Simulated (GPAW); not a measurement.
**SiH3 (silyl radical): UPBE/dzp (scalar-relativistic datasets)**

Aim: energy and one-electron properties of SiH3 (silyl radical). 

The calculation is run with GPAW 26.7.0.

2 further runs of the same task are left out: 2 set aside as unsound or not needed. Runs told in other sessions of the task aren't counted.

## 1. The structure to begin with

SiH3: 4 atoms, total charge 0, spin state doublet. As SMILES, `[SiH3]`. The coordinates come from a GFN2-xTB relaxation.

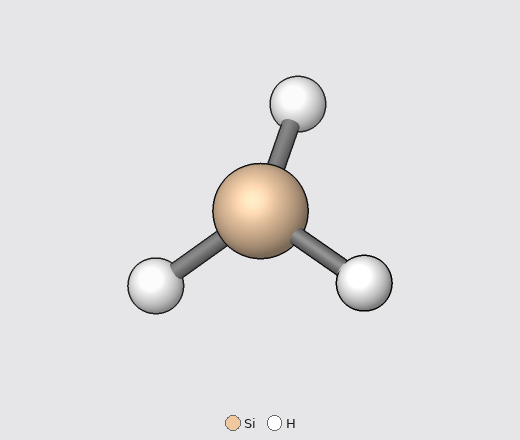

Viewed from a chosen angle; silicon light orange, hydrogen white.

## 2. Energy and one-electron properties at UPBE/dzp (scalar-relativistic datasets)

Contents of mol.py:

```python
import numpy as np
from ase import Atoms
from ase.units import Debye
from gpaw import GPAW

system = Atoms(['Si', 'H', 'H', 'H'],
    positions=[[  0.206560,  -0.018900,  -0.115090],
               [  0.587110,   0.661780,   1.105640],
               [ -0.194960,  -1.401590,   0.043390],
               [ -0.598710,   0.758710,  -1.033940]])
system.center(vacuum=4.5)
system.set_initial_magnetic_moments([1.0, 0.0, 0.0, 0.0])

calc = GPAW(mode='lcao',
            basis='dzp',
            h=0.18,
            xc='PBE',
            occupations={'name': 'fermi-dirac', 'width': 0.0, 'fixmagmom': True},
            maxiter=150,
            symmetry='off',
            txt='-')
system.calc = calc

energy = system.get_potential_energy()
print(f'Energy: {energy:.5f} eV')
forces = system.get_forces()
print('Forces (eV/Ang)')
for symbol, f in zip(system.symbols, forces):
    print(f'{symbol:2} {f[0]:9.4f} {f[1]:9.4f} {f[2]:9.4f}')
dipole = system.get_dipole_moment() / Debye
print(f'Dipole: {np.linalg.norm(dipole):.3f} D')
print('Moments:', system.get_magnetic_moments().round(3))
```

Launch:

```
$ OMP_NUM_THREADS=1 python mol.py
```

The log of the run:

```text
__  _  _
 | _ |_)|_||  |
 |__||  | ||/\| - 26.7.0

units:  Angstrom and eV
cores:  1
OpenMP: False

Versions:
  Python: 3.12.14
  ASE:    3.29.0
  Numpy:  2.5.5
  Scipy:  1.18.1
  Libxc:  7.0.0

        _gpaw.cpython-312-aarch64-linux-gnu.so

Input parameters:
  mode=LCAO(),
  basis={'default': 'dzp'},
  h=0.18,
  maxiter=150,
  occupations=Occupations(name='fermi-dirac', width=0.0, fixmagmom=True),
  symmetry=Symmetry(point_group=False, time_reversal=False),
  xc=XC(name='PBE')
        .------------------------.
       /|                        |
      / |                        |
     /  |                        |
    /   |                        |
   /    |                        |
  /     |                        |
 *      |                        |
 |      |                        |
 |      |          H             |
 |      |         Si             |
 |      |       H                |
 |      |                        |
 |      |                        |
 |      .------------------------.
 |     /                        /
 |    /                        /
 |   /                        /
 |  /                        /
 | /                        /
 |/                        /
 *------------------------*

Atoms  # Å, Bohr magnetons
|   | symbol |        x |        y |        z |    initial magnetic moments |
|---|--------|----------|----------|----------|-----------------------------|
| 0 |     Si | 5.305270 | 5.882690 | 5.418850 | ( 0.0000,  0.0000,  1.0000) |
| 1 |      H | 5.685820 | 6.563370 | 6.639580 | ( 0.0000,  0.0000,  0.0000) |
| 2 |      H | 4.903750 | 4.500000 | 5.577330 | ( 0.0000,  0.0000,  0.0000) |
| 3 |      H | 4.500000 | 6.660300 | 4.500000 | ( 0.0000,  0.0000,  0.0000) |

Unit cell  # Å
| periodic |         x |         y |         z |   lengths |    angles |
|----------|-----------|-----------|-----------|-----------|-----------|
|       no | 10.185820 |  0.000000 |  0.000000 | 10.185820 | 90.000000 |
|       no |  0.000000 | 11.160300 |  0.000000 | 11.160300 | 90.000000 |
|       no |  0.000000 |  0.000000 | 11.139580 | 11.139580 | 90.000000 |

Number of symmetries: 1
Symmetry operations  # r_c * U_cc + t_c -> r_c
|   | kind |            matrix            |
|---|------|------------------------------|
| 0 |  E   |  1, 0, 0,  0, 1, 0,  0, 0, 1 |

BZ-sampling:
  Number of BZ points: 1
  Number of IBZ points: 1

  Monkhorst-Pack size: [1, 1, 1]
  Monkhorst-Pack shift: [0, 0, 0]

K-points  # in reciprocal-cell coordinates
|   |                                coordinates |     weight |
|---|--------------------------------------------|------------|
| 0 | (  0.00000000,   0.00000000,   0.00000000) | 1.00000000 |

basis functions: 28
Spin-components: 2 (collinear spins)
Bands:           7
Projectors:      14
Spin-degeneracy: 1
Datatype:        <class 'float'>

  Storage: CPU
  Wave functions: 3_136 bytes (3_136 per core)

Parallelization:
  kpt:    1
  domain: 1
  band:   1

Density:
  Valence electrons: 7.0
  Components: 2
  Grid points: [56 64 60]
  Charge: 0.0  # |e|

Potential:
  Grid points: [56 64 60]

species:
  Si:
    name:    Silicon
    Z:       14.0
    valence: 4
    core:    10
    charge:  0.0  # [|e|]
    file:    Si.PBE.gz
    compensation charges:
      type: gauss
      rc: 0.33  # [Å]
      lmax: 2
    cutoffs:
      filter: 1.86  # [Å]
      core: 2.06  # [Å]
    projectors
    | kind |    occ | energy [eV] | rcut [Å] |
    |------|--------|-------------|----------|
    |   3s |  2.000 |     -10.812 |    1.058 |
    |   3p |  2.000 |      -4.081 |    1.058 |
    |    s |        |      16.399 |    1.058 |
    |    p |        |      23.130 |    1.058 |
    |    d |        |       0.000 |    1.058 |

    LCAO basis set for Si:
      Name: dzp
      File: Si.dzp.basis.gz
      Number of radial functions: 5
      Number of spherical harmonics: 13
        l=0, rc=6.8594 Bohr: 3s-sz confined orbital
        l=1, rc=9.0625 Bohr: 3p-sz confined orbital
        l=0, rc=3.8906 Bohr: 3s-dz split-valence wave
        l=1, rc=5.2344 Bohr: 3p-dz split-valence wave
        l=2, rc=9.0625 Bohr: d-type Gaussian polarization
      Number of RI-basis functions 0

  H:
    name:    Hydrogen
    Z:       1.0
    valence: 1
    core:    0
    charge:  0.0  # [|e|]
    file:    H.PBE.gz
    compensation charges:
      type: gauss
      rc: 0.15  # [Å]
      lmax: 2
    cutoffs:
      filter: 0.85  # [Å]
      core: 0.53  # [Å]
    projectors
    | kind |    occ | energy [eV] | rcut [Å] |
    |------|--------|-------------|----------|
    |   1s |  1.000 |      -6.494 |    0.476 |
    |    s |        |      20.717 |    0.476 |
    |    p |        |       0.000 |    0.476 |

    LCAO basis set for H:
      Name: dzp
      File: H.dzp.basis.gz
      Number of radial functions: 3
      Number of spherical harmonics: 5
        l=0, rc=6.4219 Bohr: 1s-sz confined orbital
        l=0, rc=3.6094 Bohr: 1s-dz split-valence wave
        l=1, rc=6.4219 Bohr: p-type Gaussian polarization
      Number of RI-basis functions 0

Reference energy: -7923.814737  # eV

eigensolver:
  <gpaw.new.lcao.eigensolver.LCAOEigensolver object at 0xe98c3a149820>
density mixing:
  MSR1-Mixer
  Pratt-step length: 0.05
  Maximum mixing coefficient: 0.75
  Old densities: 10
  SVD Regularization: 0.005
  Good broyden scale: 1.0
  Trust region scale: 1.0
  Backstep threshold: 4.0
  History deletion threshold: 6.0
  Fourier metric: weight=20.0, sigma=0.015

occupation numbers:
  Fixed magnetic moment: 1.000
  # Zero width

FastPoissonSolver using
    Stencil: 6*3+1=19 point O(h^6) finite-difference Laplacian
    FFT axes: []
    FST axes: [np.int64(0), np.int64(2), np.int64(1)]

xc functional:
  name: PBE with 2 nearest neighbor stencil
interpolation: tri-quintic # 5. degree polynomial

        .------------------------.
       /|                        |
      / |                        |
     /  |                        |
    /   |                        |
   /    |                        |
  /     |                        |
 *      |                        |
 |      |                        |
 |      |          H             |
 |      |         Si             |
 |      |       H                |
 |      |                        |
 |      |                        |
 |      .------------------------.
 |     /                        /
 |    /                        /
 |   /                        /
 |  /                        /
 | /                        /
 |/                        /
 *------------------------*

Atoms  # Å, Bohr magnetons
|   | symbol |        x |        y |        z |    initial magnetic moments |
|---|--------|----------|----------|----------|-----------------------------|
| 0 |     Si | 5.305270 | 5.882690 | 5.418850 | ( 0.0000,  0.0000,  1.0000) |
| 1 |      H | 5.685820 | 6.563370 | 6.639580 | ( 0.0000,  0.0000,  0.0000) |
| 2 |      H | 4.903750 | 4.500000 | 5.577330 | ( 0.0000,  0.0000,  0.0000) |
| 3 |      H | 4.500000 | 6.660300 | 4.500000 | ( 0.0000,  0.0000,  0.0000) |

Unit cell  # Å
| periodic |         x |         y |         z |   lengths |    angles |
|----------|-----------|-----------|-----------|-----------|-----------|
|       no | 10.185820 |  0.000000 |  0.000000 | 10.185820 | 90.000000 |
|       no |  0.000000 | 11.160300 |  0.000000 | 11.160300 | 90.000000 |
|       no |  0.000000 |  0.000000 | 11.139580 | 11.139580 | 90.000000 |

Number of symmetries: 1
Symmetry operations  # r_c * U_cc + t_c -> r_c
|   | kind |            matrix            |
|---|------|------------------------------|
| 0 |  E   |  1, 0, 0,  0, 1, 0,  0, 0, 1 |

BZ-sampling:
  Number of BZ points: 1
  Number of IBZ points: 1

  Monkhorst-Pack size: [1, 1, 1]
  Monkhorst-Pack shift: [0, 0, 0]

K-points  # in reciprocal-cell coordinates
|   |                                coordinates |     weight |
|---|--------------------------------------------|------------|
| 0 | (  0.00000000,   0.00000000,   0.00000000) | 1.00000000 |

basis functions: 28
Spin-components: 2 (collinear spins)
Bands:           7
Projectors:      14
Spin-degeneracy: 1
Datatype:        <class 'float'>

  Storage: CPU
  Wave functions: 3_136 bytes (3_136 per core)

Parallelization:
  kpt:    1
  domain: 1
  band:   1

Density:
  Valence electrons: 7.0
  Components: 2
  Grid points: [56 64 60]
  Charge: 0.0  # |e|

Potential:
  Grid points: [56 64 60]

species:
  Si:
    name:    Silicon
    Z:       14.0
    valence: 4
    core:    10
    charge:  0.0  # [|e|]
    file:    Si.PBE.gz
    compensation charges:
      type: gauss
      rc: 0.33  # [Å]
      lmax: 2
    cutoffs:
      filter: 1.86  # [Å]
      core: 2.06  # [Å]
    projectors
    | kind |    occ | energy [eV] | rcut [Å] |
    |------|--------|-------------|----------|
    |   3s |  2.000 |     -10.812 |    1.058 |
    |   3p |  2.000 |      -4.081 |    1.058 |
    |    s |        |      16.399 |    1.058 |
    |    p |        |      23.130 |    1.058 |
    |    d |        |       0.000 |    1.058 |

    LCAO basis set for Si:
      Name: dzp
      File: Si.dzp.basis.gz
      Number of radial functions: 5
      Number of spherical harmonics: 13
        l=0, rc=6.8594 Bohr: 3s-sz confined orbital
        l=1, rc=9.0625 Bohr: 3p-sz confined orbital
        l=0, rc=3.8906 Bohr: 3s-dz split-valence wave
        l=1, rc=5.2344 Bohr: 3p-dz split-valence wave
        l=2, rc=9.0625 Bohr: d-type Gaussian polarization
      Number of RI-basis functions 0

  H:
    name:    Hydrogen
    Z:       1.0
    valence: 1
    core:    0
    charge:  0.0  # [|e|]
    file:    H.PBE.gz
    compensation charges:
      type: gauss
      rc: 0.15  # [Å]
      lmax: 2
    cutoffs:
      filter: 0.85  # [Å]
      core: 0.53  # [Å]
    projectors
    | kind |    occ | energy [eV] | rcut [Å] |
    |------|--------|-------------|----------|
    |   1s |  1.000 |      -6.494 |    0.476 |
    |    s |        |      20.717 |    0.476 |
    |    p |        |       0.000 |    0.476 |

    LCAO basis set for H:
      Name: dzp
      File: H.dzp.basis.gz
      Number of radial functions: 3
      Number of spherical harmonics: 5
        l=0, rc=6.4219 Bohr: 1s-sz confined orbital
        l=0, rc=3.6094 Bohr: 1s-dz split-valence wave
        l=1, rc=6.4219 Bohr: p-type Gaussian polarization
      Number of RI-basis functions 0

Reference energy: -7923.814737  # eV

eigensolver:
  <gpaw.new.lcao.eigensolver.LCAOEigensolver object at 0xe98c3a19d220>
density mixing:
  MSR1-Mixer
  Pratt-step length: 0.05
  Maximum mixing coefficient: 0.75
  Old densities: 10
  SVD Regularization: 0.005
  Good broyden scale: 1.0
  Trust region scale: 1.0
  Backstep threshold: 4.0
  History deletion threshold: 6.0
  Fourier metric: weight=20.0, sigma=0.015

occupation numbers:
  Fixed magnetic moment: 1.000
  # Zero width

FastPoissonSolver using
    Stencil: 6*3+1=19 point O(h^6) finite-difference Laplacian
    FFT axes: []
    FST axes: [np.int64(0), np.int64(2), np.int64(1)]

xc functional:
  name: PBE with 2 nearest neighbor stencil
interpolation: tri-quintic # 5. degree polynomial

Initialization done in: 3.744 s

convergence criteria:
- Maximum [total energy] change in last 3 cyles: 0.0005 eV / valence electron
- Maximum integral of absolute [dens]ity change: 0.0001 electrons / valence electron
- Maximum integral of absolute [eigenst]ate change: 4e-08 eV^2 / valence electron
maximum number of iterations: 150

SCF iterations
|iter     |     time |      energy | eigst |  dens |  magmom |
|---------|----------|-------------|-------|-------|---------|
|iter:   1| 00:00:03 |  -13.704222 |      c|       |  +0.9996|
|iter:   2| 00:00:04 |  -13.642780 |      c| -0.44 |  +0.9996|
|iter:   3| 00:00:05 |  -13.269132 |      c| -0.47 |  +0.9999|
|iter:   4| 00:00:06 |  -13.281924 |      c| -1.05 |  +1.0000|
|iter:   5| 00:00:07 |  -13.285118 |      c| -1.66 |  +1.0000|
|iter:   6| 00:00:08 |  -13.285577 |      c| -2.14 |  +1.0000|
|iter:   7| 00:00:09 |  -13.285584c|      c| -3.00 |  +1.0000|
|iter:   8| 00:00:09 |  -13.285585c|      c| -3.41 |  +1.0000|
|iter:   9| 00:00:10 |  -13.285585c|      c| -4.59c|  +1.0000|

Converged in 9 steps
SCF loop duration: 7.072 s (0.786 s/step)
Energy contributions relative to reference atoms: (reference = -7923.814737)

Energy contributions:
  Kinetic:          15.720328
  Coulomb:         -16.022037
  Zero:             -0.041615
  External:          0.000000
  Xc:              -12.942261
  Entropy:           0.000000
  Spinorbit:         0.000000
  ----------------------------
  Free energy:     -13.285585
  Extrapolated:    -13.285585

dipole moment: (-0.012594, 0.001196, 0.007201)  # |e|*Ang

Total magnetic moment: (0.000000, 0.000000, 1.000002)

Local magnetic moments
|        x |        y |         z |
|----------|----------|-----------|
| 0.000000 | 0.000000 |  0.311935 |  # Si   0
| 0.000000 | 0.000000 | -0.002359 |  # H    1
| 0.000000 | 0.000000 | -0.002358 |  # H    2
| 0.000000 | 0.000000 | -0.002370 |  # H    3

Fermi levels: -1.132, -3.944
Eigenvalues  # (at kpt = [0.000, 0.000, 0.000])
| band index |      eig [eV] | occ [0-1] |      eig [eV] | occ [0-1] |
|------------|---------------|-----------|---------------|-----------|
|          0 |       -13.430 |     1.000 |       -12.920 |     1.000 |
|          1 |        -8.852 |     1.000 |        -8.691 |     1.000 |
|          2 |        -8.850 |     1.000 |        -8.689 |     1.000 |
|          3 |        -4.857 |     1.000 |        -3.031 |     0.000 |
|          4 |         0.766 |     0.000 |         1.360 |     0.000 |
|          5 |         1.038 |     0.000 |         1.452 |     0.000 |
|          6 |         1.043 |     0.000 |         1.457 |     0.000 |

Gap: 3.797 eV
Transition (v -> c):
  (s=1, k=0, n=3, [0.00, 0.00, 0.00]) -> (s=0, k=0, n=4, [0.00, 0.00, 0.00])
No difference between direct/indirect transitions
vacuum-level: 0.000  # V
Energy: -13.28559 eV

Forces  # eV/Ang
|        x |        y |        z |
|----------|----------|----------|
|  0.92446 | -0.08791 | -0.51290 |  # Si   0
|  0.11222 |  0.45496 |  0.85281 |  # H    1
| -0.39103 | -0.88323 |  0.18269 |  # H    2
| -0.65475 |  0.52388 | -0.51760 |  # H    3

Force computation time: 0.212  # s
Forces (eV/Ang)
Si    0.9245   -0.0879   -0.5129
H     0.1122    0.4550    0.8528
H    -0.3910   -0.8832    0.1827
H    -0.6548    0.5239   -0.5176
Dipole: 0.070 D
Moments: [ 0.312 -0.002 -0.002 -0.002]
```

Run time: 12 s. Hardware: 1 thread of Arm Neoverse V1, shared host; peak memory 0.77 GiB.

## 3. Summary of results

Level: UPBE/dzp (scalar-relativistic datasets).

| quantity | value |
| --- | --- |
| energy as printed (from the program's reference atoms) | -13.2856 eV |
| dipole moment | 0.07 D |
| HOMO energy (highest over α and β) | -4.86 eV |
| LUMO energy (lowest over α and β) | -3.03 eV |
| largest force on an atom | 1.061 eV/Å |

What this shows: The largest force is 1.06 eV/Å: the shape isn't a stationary point for this species at this level.
